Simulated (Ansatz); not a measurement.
The starting structures come from a database of crystals and need not be the phases stable at ambient conditions.

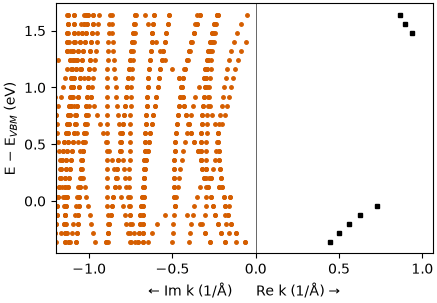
Figure. Complex bands at the centre of the two-dimensional zone; r2SCAN run with Ansatz (a quantum-chemistry and plane-wave program)

The gap is the functional's own. No spin-orbit coupling. Mid-gap values are interpolated on the energy grid.

Problem. This is Rb3Sb2Au3 (R-3m, not sure to be the ambient phase, 8 atoms a cell, 33.7 Å³ an atom) along the normal of (110). Read off the slowest decay at the centre of the two-dimensional zone at 0.68 eV, the computed energy nearest the middle of the gap.

Solution. κ ≈ 0.20 1/Å, a decay length 1/(2κ) of the density of 2.4 Å.
